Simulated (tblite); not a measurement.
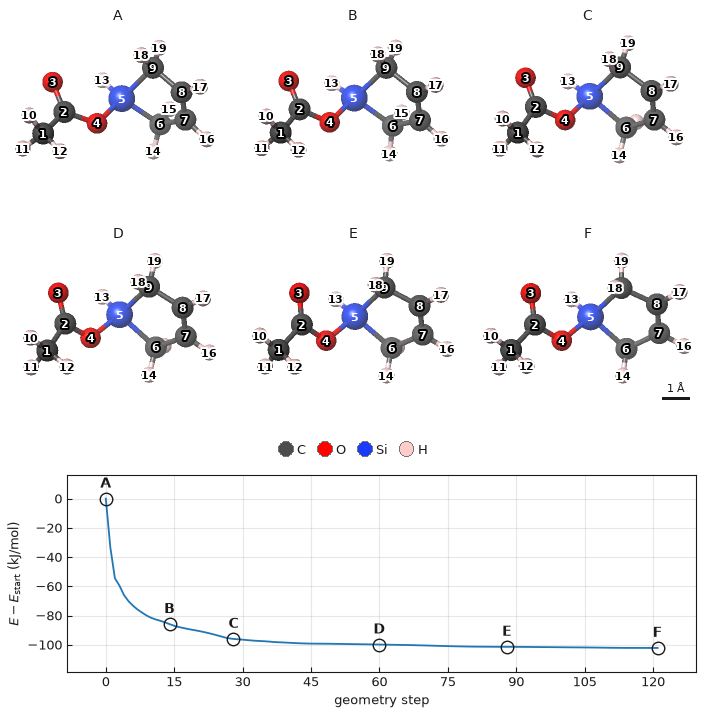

Frames of a relaxation of C6H10O2Si, marked on the history of the run. The picture is a ball-and-stick view, seen at a tilt.

Theory: tblite 0.8.0, GFN2-xTB geometry optimisation, gas phase. 

Question: What happens along the run?

Answer: Over 121 geometry steps the energy falls by 102.2 kJ/mol. The atom that moves furthest after the best rigid fit is H15 (0.98 Å). By element the largest moves are H 0.98 Å, O 0.54 Å, C 0.40 Å, Si 0.10 Å. Among the contacts that change: C2–O3 1.283 → 1.201 Å, C2–O4 1.397 → 1.328 Å, O4–Si5 1.722 → 1.671 Å, C8–H17 1.130 → 1.081 Å. Among the angles between lasting bonds that change: C1–C2–O4 121.7° → 112.7°, Si5–C9–H19 104.4° → 113.4°, O4–Si5–H13 115.8° → 108.5°. Groups turn about Si5–C6 by about 35°, Si5–C9 by about 35°, C8–C9 by about 30°. The run took 1.7 s on 1 thread of Arm Neoverse N1 (shared host). From step 0 to 14: H13 moves most (0.24 Å), energy −85.9 kJ/mol. From step 14 to 28: H15 moves most (0.37 Å), energy −10.1 kJ/mol. From step 28 to 60: O3 moves most (0.29 Å), energy −3.85 kJ/mol. From step 60 to 88: H10 moves most (0.31 Å), energy −1.56 kJ/mol. From step 88 to 121: H17 moves most (0.28 Å), energy −0.77 kJ/mol.

```
step  E − E(0), kJ/mol
   0              0.00
   1            -33.47
   2            -54.55
   3            -59.57
   4            -66.06
   5            -70.23
   6            -73.35
   7            -75.99
   8            -78.10
   9            -80.08
  10            -81.61
  16            -87.83
  22            -91.63
  28            -96.00
  33            -97.28
  39            -98.43
  45            -99.20
  51            -99.40
  57            -99.68
  63           -100.01
  68           -100.32
  74           -100.85
  80           -101.25
  86           -101.39
  92           -101.47
  98           -101.64
 103           -101.79
 109           -101.99
 115           -102.15
 121           -102.17
```
